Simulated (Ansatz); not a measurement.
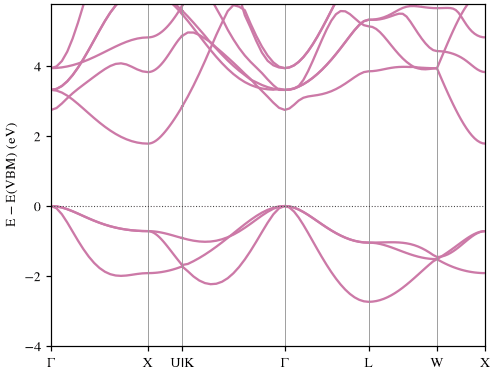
Fig. 1. Band structure from DFT-PBE in the program Ansatz with PAW potentials

Problem. Read off the gap and where the band edges lie.

Solution. About 1.8 eV (1.78 eV by a search for the band edges); maximum at Γ, minimum at X.

Problem. Pick the material that matches.
A) SrTe, rock salt
B) BN, rock salt
C) MgS, rock salt
D) YN, rock salt

Solution. A, SrTe, rock salt

Space group Fm-3m (rock salt). Symmetry was held in the PBE relaxation. Spin–orbit coupling is left out wherever it is not named.

Potentials: the later of the program's two PAW sets.
